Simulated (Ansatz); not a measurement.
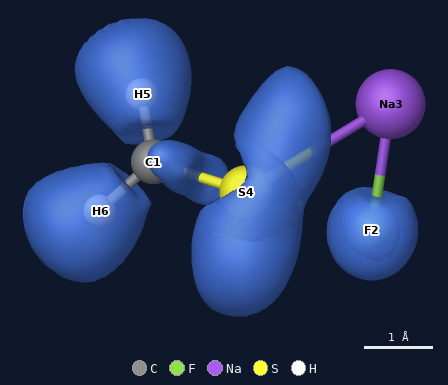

CH2FNaS (SMILES C=[S+][Na-][F]). Isosurface of the ELF at 0.8 (blue), seen across its widest extent. Core shells and regions of very low density are left out.

Geometry: B3LYP-D3(BJ)/def2-SVP.

All numbers below come from isolated molecule in a Gaussian basis; Kohn-Sham density functional theory, functional PBE0 (Ansatz).

The calculation's input:

```
crystal:
  periodic: [false, false, false]
  atoms:
    - {symbol: C, position_ang: [-0.959693, -2.839308, 0.649578]}
    - {symbol: F, position_ang: [-4.058789, -3.163325, -0.902336]}
    - {symbol: Na, position_ang: [-3.984666, -1.245639, -0.631243]}
    - {symbol: S, position_ang: [-1.690533, -2.698607, -0.787929]}
    - {symbol: H, position_ang: [-1.010667, -2.071268, 1.434689]}
    - {symbol: H, position_ang: [-0.443719, -3.767335, 0.933679]}
basis:
  gaussian:
    orbitals: def2-TZVPD
output: {forces: true, orbitals: {seedname: orbitals}}
hamiltonian:
  xc: pbe0
```

Launched as:

```sh
ansatz run input.yaml --threads 2 --pin off --max-ram 4350MiB --events-out events.jsonl --progress --plain --runs-dir runs
```

**Identify the bonds, lone pairs and shells in this picture.**

The surface consists of one region between bonded C–S atoms (shared pairs), two regions around hydrogen nuclei, one region wrapped around F (its valence shell) and one region wrapped around S (its valence shell). Profiles from the grid: C–S (1.62 Å): the ELF peaks at about 0.90 between the atoms (localised, covalent bonding). Na–F (1.94 Å): the ELF is about 0.10 at the midpoint (a closed-shell, largely ionic contact).
